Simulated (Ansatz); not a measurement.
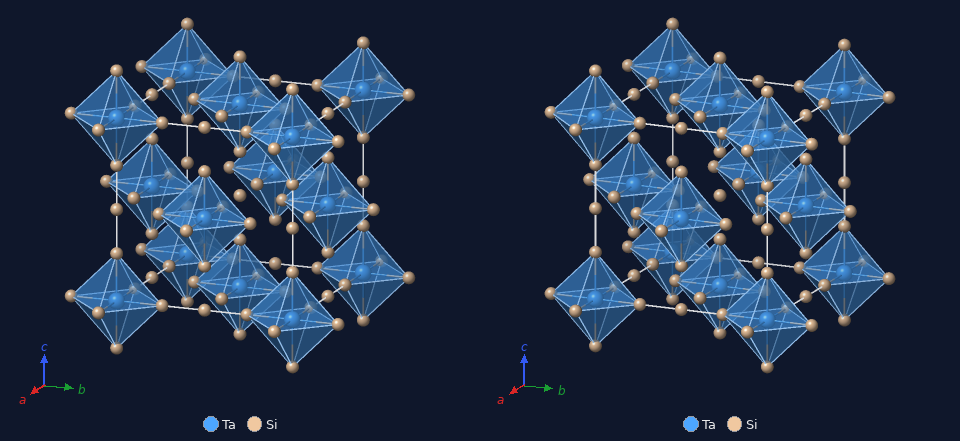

Polyhedra are drawn about Ta (bonds: Si–Ta below 2.8 Å); other atoms are plain spheres. Two views of the same piece.

System TaSi7 (space group Fm-3m, No. 225); source of the atomic positions: coordinates from a relaxation with DFT PBE, scalar-relativistic, plane waves, PAW (Ansatz); the starting structure was generated, so it need not be a known form of this composition.

Question: What figure surrounds each Ta atom, and how are these polyhedra linked?

Answer: Ta: TaSi6 octahedron. The octahedra are isolated from each other.
